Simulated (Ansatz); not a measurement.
**C₄H₁₁In: inputs that go wrong**

4 inputs were typed for C₄H₁₁In. Each is run as it stands; the log then has to tell whether the result can be used.

Computed with Ansatz 0.2.0, Gaussian basis. Level: the settings change from run to run.

## (1) The molecule

The geometry comes from an earlier relaxation with PBE0-D4 in a triple-zeta def2 set; it is a stationary point, not always the lowest conformer. In takes a core potential in def2 sets; no spin-orbit term is included.

SMILES `CC(C)[CH2][InH2]`, 16 atoms, charge 0, spin multiplicity 1.

Atoms are counted from 1 here; the program's logs count them from 0.

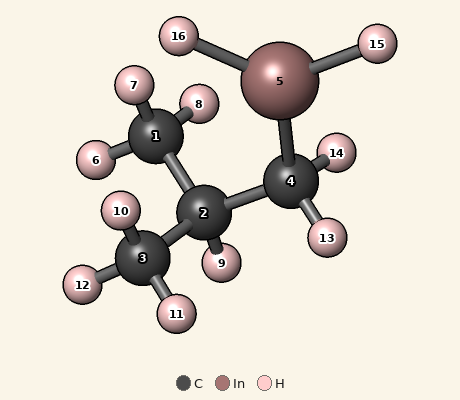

The structure; carbon dark grey, indium brown, hydrogen pink; atoms are numbered from 1 in the order of the file.

Coordinates:

```xyz
16
charge 0, multiplicity 1
C     0.8434    0.3289   -1.3740
C     0.3886   -0.7039   -0.3539
C    -1.0567   -1.1096   -0.6003
C     0.5997   -0.2147    1.0741
In   -0.4950    1.5578    1.6786
H     0.7541   -0.0519   -2.3948
H     0.2310    1.2354   -1.3084
H     1.8865    0.6142   -1.2128
H     1.0095   -1.6006   -0.4963
H    -1.7234   -0.2442   -0.5122
H    -1.3861   -1.8636    0.1198
H    -1.1899   -1.5233   -1.6033
H     0.3331   -0.9956    1.7957
H     1.6577    0.0067    1.2564
H    -0.2813    2.1402    3.2979
H    -1.5712    2.4241    0.6336
```

## (2) Attempt 1

Contents of in.yaml:

```yaml
crystal:
  periodic: [false, false, false]
  atoms:
    - {symbol: C, position_ang: [0.812326, 0.245310, -1.521385]}
    - {symbol: C, position_ang: [0.235761, -0.718471, -0.439946]}
    - {symbol: C, position_ang: [-1.060134, -1.151257, -0.544281]}
    - {symbol: C, position_ang: [0.730053, -0.109631, 1.068746]}
    - {symbol: In, position_ang: [-0.470048, 1.408388, 1.756987]}
    - {symbol: H, position_ang: [0.757906, 0.055837, -2.266645]}
    - {symbol: H, position_ang: [0.315741, 1.385469, -1.299857]}
    - {symbol: H, position_ang: [1.975259, 0.736931, -1.194331]}
    - {symbol: H, position_ang: [1.009202, -1.655479, -0.546625]}
    - {symbol: H, position_ang: [-1.805696, -0.105532, -0.400673]}
    - {symbol: H, position_ang: [-1.481908, -1.808912, 0.025842]}
    - {symbol: H, position_ang: [-1.290592, -1.627471, -1.605379]}
    - {symbol: H, position_ang: [0.369718, -1.142840, 1.854883]}
    - {symbol: H, position_ang: [1.575568, 0.028298, 1.149643]}
    - {symbol: H, position_ang: [-0.260841, 2.215142, 3.149836]}
    - {symbol: H, position_ang: [-1.671635, 2.434441, 0.493251]}
basis:
  gaussian: {orbitals: STO-3G, fitting: {mean_field: cc-pVTZ-jkfit}}
magnetization: {spin_polarized: true, initial_magnetization: 2}
hamiltonian: {xc: {name: revPBE}, dispersion: d4}
output: {forces: true}
```

On the command line:

```bash
ansatz run in.yaml --threads 4 --pin off --events-out ev --progress --plain --max-ram 11315MiB
```

What it wrote:

```text
Functional definition: revPBE
  name "revPBE"
  cite "Zhang & Yang, Phys. Rev. Lett. 80, 890 (1998) doi:10.1103/PhysRevLett.80.890"
  cite "Perdew, Burke & Ernzerhof, Phys. Rev. Lett. 77, 3865 (1996) doi:10.1103/PhysRevLett.77.3865"
  parameter kappa = 1.245
  parameter beta = 0.06672455060314922
  exchange = pbe_x(kappa = kappa, mu = beta*pi^2/3)
  correlation = pbe_c(beta = beta)
Error: <dir> the basis set cc-pVTZ-JKFIT has no functions for In
```

It took 0.1 s on 4 threads of Intel Xeon Platinum 8375C at 2.90GHz, shared host.

Diagnosis: Refused before any calculation. The fitting set named has no entry for an element of this molecule. Cure: leave the fitting key out, or name a set that covers all elements and suits the basis. The input also asks for charge 0 and multiplicity 3, not those of the species named; set them back first. Its coordinates are also moved off the relaxed structure.

## (3) Attempt 2

Contents of in.yaml:

```yaml
crystal:
  periodic: [false, false, false]
  atoms:
    - {symbol: C, position_ang: [0.843365, 0.328884, -1.374015]}
    - {symbol: C, position_ang: [0.388626, -0.703926, -0.353907]}
    - {symbol: h, position_ang: [-1.056680, -1.109552, -0.600277]}
    - {symbol: C, position_ang: [0.599688, -0.214733, 1.074062]}
    - {symbol: In, position_ang: [-0.495007, 1.557768, 1.678560]}
    - {symbol: H, position_ang: [0.754112, -0.051904, -2.394816]}
    - {symbol: H, position_ang: [0.231025, 1.235425, -1.308361]}
    - {symbol: H, position_ang: [1.886549, 0.614237, -1.212766]}
    - {symbol: H, position_ang: [1.009459, -1.600605, -0.496267]}
    - {symbol: H, position_ang: [-1.723371, -0.244169, -0.512226]}
    - {symbol: H, position_ang: [-1.386149, -1.863628, 0.119789]}
    - {symbol: H, position_ang: [-1.189913, -1.523293, -1.603315]}
    - {symbol: H, position_ang: [0.333126, -0.995610, 1.795676]}
    - {symbol: H, position_ang: [1.657664, 0.006730, 1.256390]}
    - {symbol: H, position_ang: [-0.281303, 2.140246, 3.297911]}
    - {symbol: H, position_ang: [-1.571191, 2.424142, 0.633572]}
basis:
  gaussian: {orbitals: def2-mTZVP}
total_charge: 1
magnetization: {spin_polarized: true, initial_magnetization: 1}
hamiltonian: {xc: {name: B3LYP5}}
accuracy: high
```

The command is unchanged.

What it wrote:

```text
Error: YAML parse error: error: line 6 column 16: `h` is not an element symbol (H … Og, case-exact)
 --> <input>:6:16
  |
4 |     - {symbol: C, position_ang: [0.843365, 0.328884, -1.374015]}
5 |     - {symbol: C, position_ang: [0.388626, -0.703926, -0.353907]}
6 |     - {symbol: h, position_ang: [-1.056680, -1.109552, -0.600277]}
  |                ^ `h` is not an element symbol (H … Og, case-exact)
7 |     - {symbol: C, position_ang: [0.599688, -0.214733, 1.074062]}
8 |     - {symbol: In, position_ang: [-0.495007, 1.557768, 1.678560]}
  |
```

Run time: 0.06 s. Hardware: 4 threads of Intel Xeon Platinum 8375C at 2.90GHz, shared host.

**Diagnosis.** Refused before any calculation. An element symbol is wrong. It also asks for charge 1 and multiplicity 2, another species or state than the molecule above. Cure: correct the symbol, and set charge and spin to those of the species named.

## (4) Attempt 3

Contents of in.yaml:

```yaml
crystal:
  periodic: [false, false, false]
  atoms:
    - {symbol: C, position_ang: [0.843365, 0.328884, -1.374015]}
    - {symbol: C, position_ang: [0.388626, -0.703926, -0.353907]}
    - {symbol: C, position_ang: [-1.056680, -1.109552, -0.600277]}
    - {symbol: C, position_ang: [0.599688, -0.214733, 1.074062]}
    - {symbol: In, position_ang: [-0.495007, 1.557768, 1.678560]}
    - {symbol: H, position_ang: [0.754112, -0.051904, -2.394816]}
    - {symbol: H, position_ang: [0.231025, 1.235425, -1.308361]}
    - {symbol: H, position_ang: [1.886549, 0.614237, -1.212766]}
    - {symbol: H, position_ang: [1.009459, -1.600605, -0.496267]}
    - {symbol: H, position_ang: [-1.723371, -0.244169, -0.512226]}
    - {symbol: H, position_ang: [-1.386149, -1.863628, 0.119789]}
    - {symbol: H, position_ang: [0.333126, -0.695610, 2.095676]}
    - {symbol: H, position_ang: [0.333126, -0.995610, 1.795676]}
    - {symbol: H, position_ang: [1.657664, 0.006730, 1.256390]}
    - {symbol: H, position_ang: [-0.281303, 2.140246, 3.297911]}
    - {symbol: H, position_ang: [-1.571191, 2.424142, 0.633572]}
basis:
  gaussian: {orbitals: def2-mTZVP, fitting: {mean_field: def2-universal-jkfit}}
total_charge: 1
magnetization: {spin_polarized: true, initial_magnetization: 1}
hamiltonian: {xc: {name: rPW86-PBE}, dispersion: rvv10}
scf: {lower_state_search: off}
output: {forces: true}
```

Launched as before.

What it wrote, shortened:

```text
Functional definition: rPW86-PBE+rVV10
  name "rPW86-PBE+rVV10"
  cite "Murray, Lee & Langreth, J. Chem. Theory Comput. 5, 2754 (2009) doi:10.1021/ct900365q"
  cite "Perdew, Burke & Ernzerhof, Phys. Rev. Lett. 77, 3865 (1996) doi:10.1103/PhysRevLett.77.3865"
  cite "Vydrov & Van Voorhis, J. Chem. Phys. 133, 244103 (2010) doi:10.1063/1.3521275"
  cite "Sabatini, Gorni & de Gironcoli, Phys. Rev. B 87, 041108(R) (2013) doi:10.1103/PhysRevB.87.041108"
  parent "pbe"
[...]
716 factors; integrals over basis functions are off by at most 6.6e-1 eV
[...]
mean field -9494.22396111 eV, -348.9062951547 hartree, gradient 4.3e-6 eV, S^2 0.752596; 0 other end points of the search recorded, 0 dependent functions left out
[...]
reference -9494.22410328 eV, -348.9063003792 hartree; 28, 27 occupied and 117, 118 virtual orbitals, 716 factors
Total energy: -9494.22410328 eV, -348.9063003792 hartree
[...]
Atom 8 at     1.009459    -1.600605    -0.496267 Å, force     0.118568    -0.048560    -0.000536 eV/Å
Atom 9 at    -1.723371    -0.244169    -0.512226 Å, force    -0.301106    -0.029001    -0.852468 eV/Å
Atom 10 at    -1.386149    -1.863628     0.119789 Å, force    -0.224738    -0.691395    -0.592740 eV/Å
Atom 11 at     0.333126    -0.695610     2.095676 Å, force    -0.543805    29.545416    30.843405 eV/Å
Atom 12 at     0.333126    -0.995610     1.795676 Å, force    -0.077786   -33.610710   -28.700490 eV/Å
Atom 13 at     1.657664     0.006730     1.256390 Å, force     0.035841    -0.386684     0.298727 eV/Å
Atom 14 at    -0.281303     2.140246     3.297911 Å, force     0.183524    -0.282729     0.072068 eV/Å
Atom 15 at    -1.571191     2.424142     0.633572 Å, force     0.149749    -0.223711    -0.199630 eV/Å
Dipole moment:     0.535605    -0.849568     0.157869 e Å
Checks for a lower state left out: stability, starts, cluster_reference, orbital_swaps, neighbouring_geometries, increment
```

Run time: 10 s. Hardware: 4 threads of Intel Xeon Platinum 8375C at 2.90GHz, shared host.

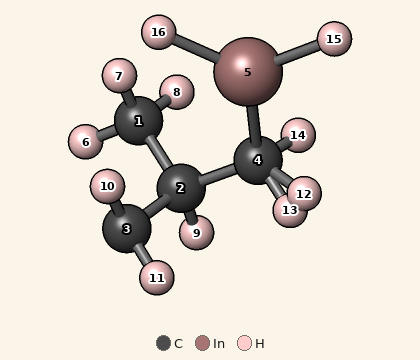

The geometry of this input.

Diagnosis: It ended without an error, which proves nothing about the input. One atom was put on top of another. The shortest distance is 0.42 Å (H12–H13), against 1.09 Å in the relaxed molecule. It also asks for charge 1 and multiplicity 2, another species or state than the molecule above. Its energy is no property of the relaxed molecule. Fix: restore the atom's position, and set charge and spin to those of the species named.

## (5) Attempt 4

Contents of in.yaml:

```yaml
crystal:
  periodic: [false, false, false]
  atoms:
    - {symbol: C, position_ang: [0.843365, 0.328884, -1.374015]}
    - {symbol: C, position_ang: [0.388626, -0.703926, -0.353907]}
    - {symbol: C, position_ang: [-1.056680, -1.109552, -0.600277]}
    - {symbol: C, position_ang: [0.599688, -0.214733, 1.074062]}
    - {symbol: In, position_ang: [-0.495007, 1.557768, 1.678560]}
    - {symbol: H, position_ang: [0.754112, -0.051904, -2.394816]}
    - {symbol: H, position_ang: [0.231025, 1.235425, -1.308361]}
    - {symbol: H, position_ang: [1.886549, 0.614237, -1.212766]}
    - {symbol: H, position_ang: [1.009459, -1.600605, -0.496267]}
    - {symbol: H, position_ang: [-1.723371, -0.244169, -0.512226]}
    - {symbol: H, position_ang: [-1.386149, -1.863628, 0.119789]}
    - {symbol: H, position_ang: [-1.189913, -1.523293, -1.603315]}
    - {symbol: H, position_ang: [0.333126, -0.995610, 1.795676]}
    - {symbol: H, position_ang: [1.657664, 0.006730, 1.256390]}
    - {symbol: H, position_ang: [-0.281303, 2.140246, 3.297911]}
    - {symbol: H, position_ang: [-1.571191, 2.424142, 0.633572]}
basis:
  gaussian: {orbitals: def2-TZVPD}
total_charge: 3
magnetization: {spin_polarized: true, initial_magnetization: 1}
hamiltonian: {xc: {name: BHLYP}}
output: {forces: true}
```

The command is unchanged.

What it wrote:

```text
Functional definition: BHLYP
  name "BHLYP"
  cite "Becke, J. Chem. Phys. 98, 1372 (1993) doi:10.1063/1.464304"
  cite "Becke, Phys. Rev. A 38, 3098 (1988) doi:10.1103/PhysRevA.38.3098"
  cite "Lee, Yang & Parr, Phys. Rev. B 37, 785 (1988) doi:10.1103/PhysRevB.37.785"
  parameter a = 0.5
  exchange = (1 - a)*b88_x + a*exact_x
  correlation = lyp_c
2033 factors; their error is unknown
mean field evaluation 1: about -9392.5801 eV, gradient 9.8e1 eV
mean field evaluation 2: about -8876.1605 eV, gradient 2.6e2 eV
mean field evaluation 4: about -9424.4253 eV, gradient 5.8e1 eV
mean field evaluation 8: about -9452.0674 eV, gradient 9.6e-1 eV
mean field evaluation 16: about -9452.1060 eV, gradient 2.1e-1 eV
mean field evaluation 32: about -9452.9668 eV, gradient 4.8e-1 eV
Error: SIGTERM received: run cancelled behind 40 evaluations of the mean field
```

It took 91 s on 4 threads of Intel Xeon Platinum 8375C at 2.90GHz, shared host.

**Diagnosis.** Time ran out. The charge is far from anything that the molecule holds. The typed spin has to follow the charge. It asks for charge +3; the species has 0. To mend it, type the charge that the molecule really has.

## (6) How the tries ended

```
attempt                 level      ended                                                               cause    time
      1         revPBE/STO-3G    refused  the fitting set named has no entry for an element of this molecule   0.1 s
      2     B3LYP5/def2-mTZVP    refused                                          an element symbol is wrong  0.06 s
      3  rPW86-PBE/def2-mTZVP  converged                                  one atom was put on top of another    10 s
      4      BHLYP/def2-TZVPD    timeout             the charge is far from anything that the molecule holds    91 s
```

In words: 2 refused, 1 converged, 1 timeout. A refusal costs next to no computing time. The dangerous case is the input that converges on a wrong geometry, charge, spin, basis or grid: often only a look at the input shows it.
